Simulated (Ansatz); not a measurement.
Process, species as SMILES: FOF → 2 F atom + O atom
B3LYP-D3(BJ)/def2-TZVP geometries, fixed; electronic energies without zero-point terms.

Basis-set convergence of the atomisation energy at B3LYP with Ansatz (an electronic-structure program). Cartesian d functions, on some or all atoms, in 6-31G**; all else is spherical. The program fits the integrals of some runs and decomposes those of others, by size. Open shells are unrestricted. No added dispersion term, no relativity. Functions are those of the species that has most. Reference: the value in aug-pcseg-3, 94.04 kcal/mol, itself unsure by roughly 0.25 kcal/mol (its mean distance from aug-cc-pVQZ, cc-pV5Z, def2-QZVPPD). Deviations are taken from unrounded values.

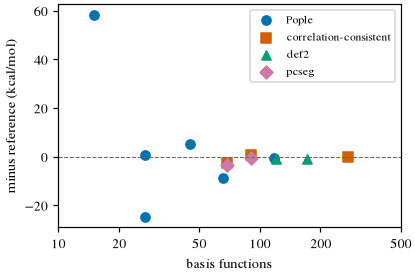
Fig. 1. Deviation from the reference against the number of basis functions, by family of sets.

```csv
basis,functions,atomisation energy (kcal/mol),minus reference (kcal/mol)
STO-3G,15,152.49,58.45
3-21G,27,94.67,0.63
6-31G,27,69.31,-24.73
6-31G**,45,99.21,5.17
6-311+G**,66,85.16,-8.88
aug-cc-pVDZ,69,91.59,-2.45
aug-pcseg-1,69,90.80,-3.24
cc-pVTZ,90,94.67,0.63
pcseg-2,90,93.47,-0.57
"6-311++G(3df,3pd)",117,93.39,-0.65
def2-TZVPPD,120,93.09,-0.95
def2-QZVPP,171,93.31,-0.73
cc-pV5Z,273,93.88,-0.16
```
